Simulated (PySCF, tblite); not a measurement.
# C₆H₁₀OS₂Si: geometry, infrared bands and NMR shifts

What infrared bands and NMR shifts should C₆H₁₀OS₂Si (`C=C([SiH2]OC(C)=S)C(C)=S`) show?

Programs: tblite 0.8.0 and PySCF 2.14.0, with density-fitted response routines of our own. Each step states its level of theory. These are calculated values for one molecule in the gas phase, unless marked as measured. Atoms count from 0, in the outputs and in this text.

**1. The molecule as given**

20 atoms, charge 0, multiplicity 1; geometry from: force field or distance geometry start.

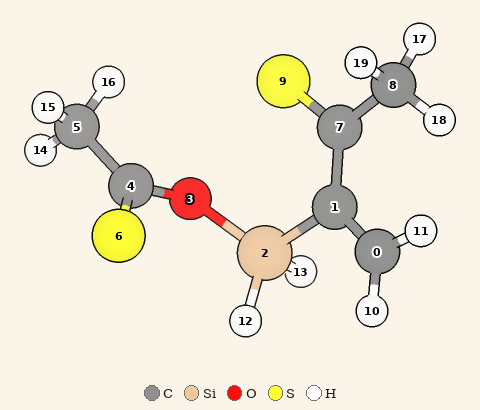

As it starts; carbon grey, silicon light orange, oxygen red, sulfur yellow, hydrogen white, atoms numbered.

**2. Optimising the geometry with GFN2-xTB**

The job: settings as JSON, then the geometry in Å.

```
{"job": {"kind": "relax", "xc": "GFN2-xTB", "basis": "xTB"}, "charge": 0, "multiplicity": 1}
C     -2.266100    -1.124400    -0.863200
C     -1.306400    -0.624500    -0.100800
Si     0.200400    -1.693700     0.101000
O      1.615400    -0.817700     0.497300
C      2.422400    -0.143200    -0.359100
C      3.480400     0.783500     0.146000
S      2.230400    -0.331600    -1.991700
C     -1.363700     0.652400     0.576700
C     -2.513200     1.581200     0.494300
S     -0.102200     1.106700     1.484300
H     -2.183100    -2.090900    -1.344800
H     -3.201700    -0.592000    -1.045000
H      0.304400    -2.444800    -1.151000
H     -0.063700    -2.629600     1.225200
H      4.323700     0.136000     0.439500
H      3.735800     1.535600    -0.585400
H      3.091900     1.213900     1.108100
H     -2.794800     2.032000     1.465000
H     -3.426100     1.073400     0.124200
H     -2.189000     2.388400    -0.223800
```

Started as:

```
$ OMP_NUM_THREADS=1 python probes_run.py task.json out
```

The driver reads the jobs from task.json and runs them one after another.

Output:

```text
step      E/eV     max force
  0    -821.98723    2.183
  1    -822.17288    0.826
  2    -822.24405    0.798
  3    -822.29275    0.489
  4    -822.33121    0.597
  5    -822.35810    0.415
  6    -822.37762    0.352
  7    -822.39722    0.304
  8    -822.41883    0.456
  9    -822.43721    0.378
 10    -822.44937    0.213
 11    -822.45671    0.195
 12    -822.46281    0.182
 13    -822.46899    0.182
 14    -822.47464    0.154
 15    -822.47949    0.161
 16    -822.48389    0.209
 17    -822.48829    0.188
 18    -822.49240    0.136
 19    -822.49603    0.145
 20    -822.49959    0.141
 21    -822.50391    0.186
 22    -822.50946    0.201
 23    -822.51531    0.206
 24    -822.52026    0.179
 25    -822.52459    0.180
 26    -822.52870    0.191
 27    -822.53378    0.194
 28    -822.54033    0.220
 29    -822.54678    0.213
 30    -822.55158    0.166
 31    -822.55562    0.165
 32    -822.55990    0.146
 33    -822.56342    0.150
 34    -822.56573    0.131
 35    -822.56738    0.164
 36    -822.56938    0.166
 37    -822.57249    0.181
 38    -822.57842    0.167
 39    -822.58307    0.162
 40    -822.58808    0.178
 41    -822.59399    0.183
 42    -822.60054    0.225
 43    -822.60654    0.230
 44    -822.61214    0.176
 45    -822.61724    0.218
 46    -822.62239    0.197
 47    -822.62768    0.182
 48    -822.63384    0.164
 49    -822.63743    0.142
 50    -822.64368    0.186
 51    -822.64840    0.172
 52    -822.65270    0.169
 53    -822.65763    0.153
 54    -822.66250    0.138
 55    -822.66604    0.102
 56    -822.66803    0.079
 57    -822.66946    0.082
 58    -822.67066    0.074
 59    -822.67208    0.088
 60    -822.67340    0.065
 61    -822.67440    0.069
 62    -822.67504    0.055
 63    -822.67567    0.057
 64    -822.67646    0.064
 65    -822.67732    0.052
 66    -822.67792    0.044
 67    -822.67820    0.039
 68    -822.67835    0.030
 69    -822.67849    0.023
 70    -822.67863    0.024
 71    -822.67874    0.023
 72    -822.67881    0.017
 73    -822.67888    0.020
 74    -822.67897    0.028
 75    -822.67911    0.034
 76    -822.67928    0.029
 77    -822.67945    0.026
 78    -822.67961    0.029
 79    -822.67980    0.032
 80    -822.68002    0.034
 81    -822.68027    0.034
 82    -822.68050    0.042
 83    -822.68075    0.044
 84    -822.68103    0.038
 85    -822.68137    0.043
 86    -822.68171    0.038
 87    -822.68200    0.041
 88    -822.68229    0.045
 89    -822.68265    0.051
 90    -822.68305    0.043
 91    -822.68347    0.038
 92    -822.68374    0.038
 93    -822.68396    0.037
 94    -822.68425    0.038
 95    -822.68461    0.038
 96    -822.68494    0.033
 97    -822.68520    0.034
 98    -822.68537    0.034
 99    -822.68552    0.027
100    -822.68567    0.034
101    -822.68580    0.038
102    -822.68595    0.030
103    -822.68607    0.026
104    -822.68617    0.024
105    -822.68625    0.018
106    -822.68633    0.021
107    -822.68644    0.029
108    -822.68656    0.033
109    -822.68667    0.026
110    -822.68676    0.024
111    -822.68686    0.027
112    -822.68701    0.033
113    -822.68722    0.033
114    -822.68749    0.035
115    -822.68777    0.043
116    -822.68809    0.049
117    -822.68844    0.052
118    -822.68887    0.043
119    -822.68939    0.050
120    -822.69000    0.050
121    -822.69049    0.051
122    -822.69120    0.061
123    -822.69190    0.062
124    -822.69238    0.053
125    -822.69260    0.067
126    -822.69292    0.037
127    -822.69317    0.032
128    -822.69343    0.036
129    -822.69372    0.034
130    -822.69402    0.033
131    -822.69435    0.035
132    -822.69465    0.034
133    -822.69487    0.035
134    -822.69504    0.027
135    -822.69518    0.024
136    -822.69530    0.017
137    -822.69540    0.024
138    -822.69546    0.021
139    -822.69552    0.022
140    -822.69556    0.014
141    -822.69560    0.013
142    -822.69563    0.014
143    -822.69567    0.010
144    -822.69568    0.007
```

Wall time 3 s (1 thread of Arm Neoverse N1, shared host); peak memory 0.18 GiB.

Along the way: (not every step is listed)

```csv
step,energy from step 0 (eV),largest force (eV/Å)
0,0.0000,2.1832
1,-0.1857,0.8265
2,-0.2568,0.7982
3,-0.3055,0.4892
4,-0.3440,0.5969
5,-0.3709,0.4155
6,-0.3904,0.3520
7,-0.4100,0.3037
8,-0.4316,0.4556
21,-0.5167,0.1856
34,-0.5785,0.1310
47,-0.6405,0.1824
60,-0.6862,0.0646
73,-0.6917,0.0202
86,-0.6945,0.0375
99,-0.6983,0.0266
112,-0.6998,0.0327
125,-0.7054,0.0667
138,-0.7082,0.0209
139,-0.7083,0.0218
140,-0.7083,0.0141
141,-0.7084,0.0128
142,-0.7084,0.0145
143,-0.7084,0.0103
144,-0.7085,0.0075
```

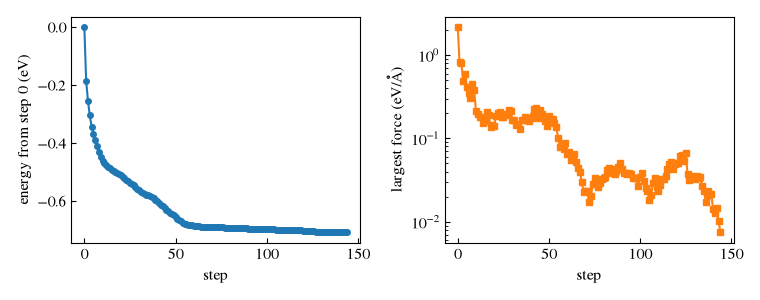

Energy and force, step by step.

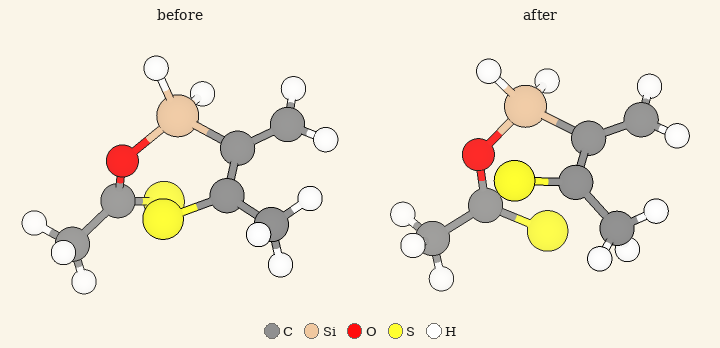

The geometry before (left) and after (right).

Close pairs (by a distance rule), those that changed most:

```csv
bond,before (Å),after (Å),change (Å)
Si2–O3,1.711,1.658,-0.053
O3–C4,1.356,1.309,-0.047
C1–Si2,1.859,1.900,+0.042
C8–H19,1.128,1.091,-0.037
Si2–H13,1.486,1.450,-0.037
C5–H16,1.123,1.091,-0.033
C4–S6,1.655,1.629,-0.025
C8–H17,1.107,1.087,-0.020
```

The end geometry stands in the next job.

**3. Vibrational analysis with GFN2-xTB**

The job: settings as JSON, then the geometry in Å.

```
{"job": {"kind": "ir", "xc": "GFN2-xTB", "basis": "xTB"}, "charge": 0, "multiplicity": 1}
C     -2.272444    -1.166579    -0.884989
C     -1.294015    -0.786368    -0.058532
Si     0.261609    -1.844928     0.208492
O      1.633253    -0.922679     0.336200
C      2.002737     0.141183    -0.331758
C      3.276886     0.759895     0.136321
S      1.134544     0.750178    -1.568822
C     -1.367398     0.428603     0.728790
C     -2.088692     1.619377     0.205128
S     -0.621700     0.461380     2.186057
H     -2.202087    -2.083493    -1.444223
H     -3.185234    -0.605542    -1.006231
H      0.407235    -2.676264    -0.983642
H      0.355504    -2.524335     1.485827
H      4.067440     0.009998     0.146095
H      3.555908     1.589107    -0.506445
H      3.146884     1.114981     1.159188
H     -2.001175     2.453128     0.896983
H     -3.143784     1.390780     0.054067
H     -1.670617     1.902258    -0.761540
```

Output:

```text
mode    cm-1     km/mol
  1      29.2      2.20
  2      38.3      1.33
  3      49.3      7.34
  4      62.1      1.52
  5      78.1      0.26
  6     106.7      5.48
  7     108.3      0.29
  8     131.5      4.51
  9     180.5     15.16
 10     262.0      3.60
 11     304.5      3.94
 12     321.2      2.89
 13     349.6      6.69
 14     396.6      9.09
 15     459.5      0.97
 16     467.6      1.68
 17     487.7     32.34
 18     557.2     52.91
 19     592.4     29.26
 20     610.9      8.13
 21     659.4     19.82
 22     668.2     25.16
 23     739.4    258.24
 24     755.5    241.52
 25     807.6     11.97
 26     843.5     33.99
 27     901.5     20.69
 28     959.2      8.17
 29     977.9     11.15
 30     984.1     13.26
 31    1027.0     44.60
 32    1090.8      0.94
 33    1220.5     75.38
 34    1224.6    116.84
 35    1263.3     58.72
 36    1308.8    470.20
 37    1372.1     43.98
 38    1374.6     32.92
 39    1406.1     10.31
 40    1437.8      6.73
 41    1448.2      2.23
 42    1451.6      5.92
 43    1456.9      1.07
 44    1617.0     13.47
 45    2291.9    262.25
 46    2393.7    170.08
 47    2992.1      7.02
 48    2995.4      2.47
 49    3006.2      2.50
 50    3010.8      2.22
 51    3050.1      7.27
 52    3063.7      6.10
 53    3090.4     11.86
 54    3123.7     15.21
```

Run time: 2.1 s. Hardware: 1 thread of Arm Neoverse N1, shared host; peak memory 0.18 GiB.

Which atoms move in the most intense modes:

```csv
cm⁻¹,km/mol,atoms
739,258.2,"H12 47 %, H13 29 %, Si2 14 %"
756,241.5,"H13 52 %, H12 39 %"
1220,75.4,"C4 55 %, C7 15 %"
1225,116.8,"C7 55 %, C4 15 %"
1263,58.7,"C7 46 %, C1 31 %"
1309,470.2,"C4 62 %, O3 24 %"
2292,262.2,H12 96 %
2394,170.1,H13 96 %
```

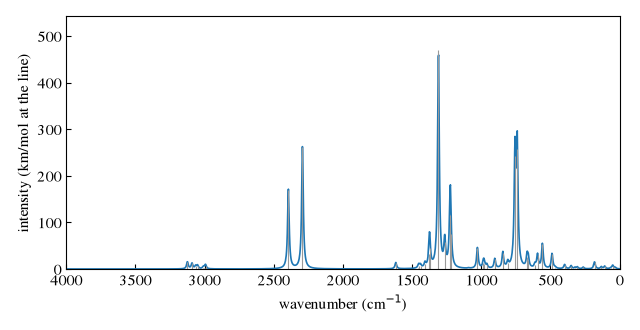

The infrared spectrum from these modes, unscaled. Lines are broadened to a width of 14 cm⁻¹ (Lorentzian).

**4. Shielding tensors: PBE0/pcSseg-1**

Settings changed since step 3:

```diff
@@ -1,2 +1,2 @@
-{"job": {"kind": "ir", "xc": "GFN2-xTB", "basis": "xTB"}, "charge": 0, "multiplicity": 1}
+{"job": {"kind": "nmr", "xc": "PBE0", "basis": "pcSseg-1"}, "charge": 0, "multiplicity": 1}
 C     -2.272444    -1.166579    -0.884989
```

Method: GIAO PBE0/pcSseg-1 NMR shielding, non-relativistic, gas phase.

Output:

```text
coarse grid: 18680 points
cycle   1  E = -1394.7160812124  dE =  1.438e+00  |g| = 7.162e-01  |ddm| = 4.363e+00
cycle   2  E = -1394.6062826192  dE =  1.098e-01  |g| = 1.057e+00  |ddm| = 1.435e+00
cycle   3  E = -1394.8237929620  dE = -2.175e-01  |g| = 1.582e-01  |ddm| = 9.126e-01
cycle   4  E = -1394.8291705222  dE = -5.378e-03  |g| = 6.617e-02  |ddm| = 2.416e-01
cycle   5  E = -1394.8301256848  dE = -9.552e-04  |g| = 3.307e-02  |ddm| = 1.186e-01
cycle   6  E = -1394.8304180584  dE = -2.924e-04  |g| = 4.027e-03  |ddm| = 3.831e-02
cycle   7  E = -1394.8304200913  dE = -2.033e-06  |g| = 3.270e-03  |ddm| = 7.542e-03
cycle   8  E = -1394.8304226340  dE = -2.543e-06  |g| = 6.549e-04  |ddm| = 4.060e-03
final grid: 167600 points
cycle   9  E = -1394.9040484339  dE = -2.545e-05  |g| = 1.345e-02  |ddm| = 3.589e-02
cycle  10  E = -1394.9039580042  dE =  9.043e-05  |g| = 2.299e-02  |ddm| = 3.484e-02
cycle  11  E = -1394.9040873555  dE = -1.294e-04  |g| = 3.327e-03  |ddm| = 2.679e-02
cycle  12  E = -1394.9040903397  dE = -2.984e-06  |g| = 6.527e-04  |ddm| = 4.431e-03
cycle  13  E = -1394.9040904374  dE = -9.770e-08  |g| = 2.051e-04  |ddm| = 7.814e-04
cycle  14  E = -1394.9040904467  dE = -9.271e-09  |g| = 7.785e-05  |ddm| = 2.660e-04
cycle  15  E = -1394.9040904479  dE = -1.156e-09  |g| = 3.303e-05  |ddm| = 1.057e-04
cycle  16  E = -1394.9040904481  dE = -2.688e-10  |g| = 5.107e-06  |ddm| = 4.135e-05
converged SCF energy = -1394.9040904481

GIAO shielding tensors (ppm)
atom      isotropic    diamagn.    paramagn.     s11        s22        s33       span
  0 C       54.708     253.017    -198.309    -55.488     54.054    165.558    221.046
  1 C       21.111     265.526    -244.415    -82.744     16.512    129.565    212.309
  2 Si     380.529     881.414    -500.885    360.253    371.985    409.350     49.098
  3 O       73.839     401.455    -327.616   -131.839    100.341    253.015    384.854
  4 C      -48.297     257.168    -305.465   -236.505     -1.227     92.840    329.345
  5 C      148.950     248.058     -99.108    122.696    135.018    189.137     66.441
  6 S       -9.367    1061.955   -1071.322   -477.182    -69.319    518.401    995.583
  7 C      -80.381     260.112    -340.493   -244.902   -140.532    144.292    389.194
  8 C      147.620     249.380    -101.760    125.453    135.166    182.239     56.786
  9 S     -486.557    1060.228   -1546.785  -1710.588   -329.312    580.230   2290.817
 10 H       25.521      30.987      -5.466     22.021     25.230     29.314      7.293
 11 H       25.399      31.943      -6.544     22.404     24.944     28.848      6.444
 12 H       26.606      30.596      -3.991     23.714     25.114     30.989      7.275
 13 H       26.261      29.882      -3.621     23.254     24.701     30.827      7.573
 14 H       29.120      26.788       2.332     25.379     27.687     34.295      8.916
 15 H       28.872      28.751       0.120     24.429     29.462     32.724      8.296
 16 H       29.024      29.152      -0.127     25.642     28.091     33.341      7.699
 17 H       28.504      30.264      -1.760     24.861     28.615     32.037      7.176
 18 H       28.293      29.557      -1.264     24.312     28.230     32.338      8.025
 19 H       28.353      31.422      -3.069     24.846     28.566     31.647      6.802
```

Run time: 2.2 min. Hardware: 1 thread of Arm Neoverse N1, shared host; peak memory 1.1 GiB.

The references, computed at this level on geometries of the same kind, shield at (ppm): ¹H TMS 31.72, ¹³C TMS 186.9, ²⁹Si TMS 349.2, ¹⁷O H2O 336.1, ³³S CS2 504. Their shielding less the atom's gives the shift. The references are single molecules in the gas phase, so shifts against H2O, NH3, PH3, H3PO4 or CFCl3 are not on the usual liquid scales and can be off by tens of ppm. Atoms listed in one row are averaged.

```csv
atoms,environment,σ (ppm),δ (ppm),δ scaled to CDCl3
C7,thiocarbonyl carbon,-80.4,267.3,254.6
C4,thiocarbonyl carbon,-48.3,235.2,223.3
C1,fully substituted alkene carbon,21.1,165.8,159.9
C0,terminal =CH2 carbon,54.7,132.2,127.1
C8,methyl carbon,147.6,39.3,36.4
C5,methyl carbon,149.0,38.0,35.1
H11,hydrogen on a terminal =CH2 carbon,25.40,6.32,6.06
H10,hydrogen on a terminal =CH2 carbon,25.52,6.20,5.95
"H12, H13","hydrogen on a silicon bonded to C, O",26.43,5.28,–
"H17, H18, H19",hydrogen on a methyl carbon,28.38,3.33,3.25
"H14, H15, H16",hydrogen on a methyl carbon,29.01,2.71,2.66
Si2,"silicon bonded to C, O, 2 H",380.5,-31.4,–
O3,oxygen bound to a thiocarbonyl carbon,73.8,262.2,–
S9,thione sulfur,-487,990,–
S6,thione sulfur,-9,513,–
```

The scaled column applies a straight-line fit of computed shieldings to shifts measured in CDCl3, with any fitted terms for Cl, Br or S neighbours (root-mean-square error 0.16 ppm for H, 1.9 ppm for C).

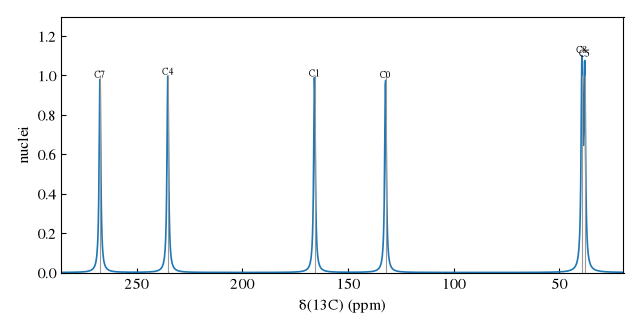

¹³C lines at the computed shifts, without couplings. Lines are broadened to a width of 0.92 ppm (Lorentzian).

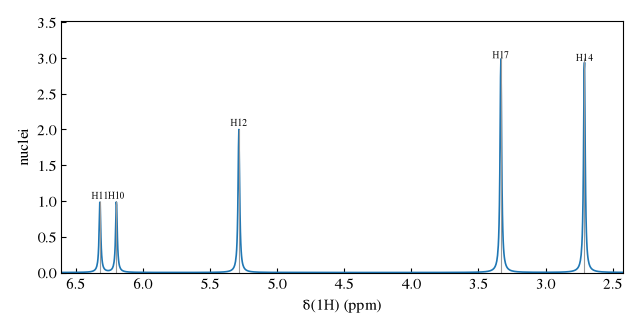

¹H lines at the computed shifts, without couplings. Lines are broadened to a width of 0.01 ppm (Lorentzian).

Charges from the same density, by scheme (e):

```csv
atoms,Mulliken,IAO,Hirshfeld,ESP fit
C0,-0.06,-0.26,-0.06,-0.25
C1,-0.45,-0.27,-0.10,-0.25
Si2,0.95,0.96,0.37,0.60
O3,-0.53,-0.52,-0.16,-0.35
C4,0.02,0.18,0.13,0.44
C5,-0.19,-0.44,-0.12,-0.59
S6,-0.16,-0.19,-0.16,-0.33
C7,-0.30,-0.01,0.05,0.32
C8,-0.14,-0.43,-0.12,-0.63
S9,-0.06,-0.09,-0.10,-0.23
```

IAO charges:

C0 -0.26; C1 -0.27; Si2 0.96; O3 -0.52; C4 0.18; C5 -0.44; S6 -0.19; C7 -0.01; C8 -0.43; S9 -0.09; H10 0.16; H11 0.15; H12 -0.13; H13 -0.11; H14 0.17; H15 0.17; H16 0.17; H17 0.17; H18 0.16; H19 0.17

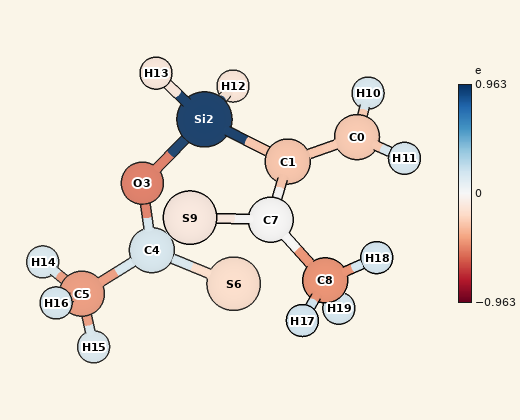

IAO charges, as colours on the atoms.

Mayer bond orders: C0–C1 1.91, C1–Si2 0.83, Si2–O3 0.79, O3–C4 1.11, C4–C5 1.01, C4–S6 1.76, C1–C7 1.03, C7–C8 1.04, C7–S9 1.83.

**5. Results**

```
                                                              quantity                                       value
                             strongest single infrared mode (GFN2-xTB)                       1309 cm⁻¹, 470 km/mol
                                          zero-point energy (GFN2-xTB)                               88.1 kcal/mol
                                ¹³C shifts against TMS (PBE0/pcSseg-1)  267.3, 235.2, 165.8, 132.2, 39.3, 38.0 ppm
¹H shifts against TMS (PBE0/pcSseg-1, means over atoms taken as alike)            6.32, 6.20, 5.28, 3.33, 2.71 ppm
                               ²⁹Si shifts against TMS (PBE0/pcSseg-1)                                   -31.4 ppm
                                ¹⁷O shifts against H2O (PBE0/pcSseg-1)                                   262.2 ppm
                                ³³S shifts against CS2 (PBE0/pcSseg-1)                                990, 513 ppm
```

**Reading.** Relaxing lowered the energy by 0.708 eV in 144 steps; the close pair that moved most is Si2–O3, from 1.711 to 1.658 Å. All 54 modes are real, so the xTB geometry is a minimum. The strongest single mode, at 1309 cm⁻¹, moves mainly C4. Unscaled tight-binding wavenumbers are off by several per cent, some by more. Its intensities can rank the bands wrongly. At PBE0/pcSseg-1: The widest tensor belongs to S9: span 2291 ppm, with a paramagnetic part of -1547 ppm.
